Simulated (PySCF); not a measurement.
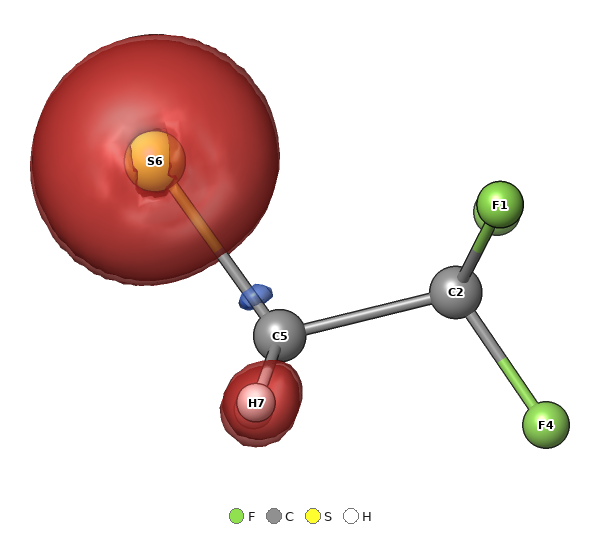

*C₂H₂F₃S (SMILES FC(F)(F)C[S]) (doublet). Isosurfaces of the spin density at +0.03 (red) and −0.03 e/Å³ (blue), seen across its widest extent.*

Geometry: GFN2-xTB.

All numbers below come from PySCF, UKS B3LYP, pcH-1 on C F H S, non-relativistic, mean-field spin-orbit, GIAO.

```xyz
8

F     1.3261    0.1092    1.1165
C     0.7423    0.0084   -0.0803
F     1.1177    1.0719   -0.7952
F     1.2801   -1.0675   -0.6808
C    -0.7682   -0.1354    0.0125
S    -1.5264    1.2899    0.8075
H    -0.9944   -1.0314    0.5936
H    -1.1681   -0.2358   -0.9984
```

Which atoms carry the spin?

Answer. The unpaired spin (1 electron) lies mostly on S6 (about 0.9), in electrons by Hirshfeld's partition.
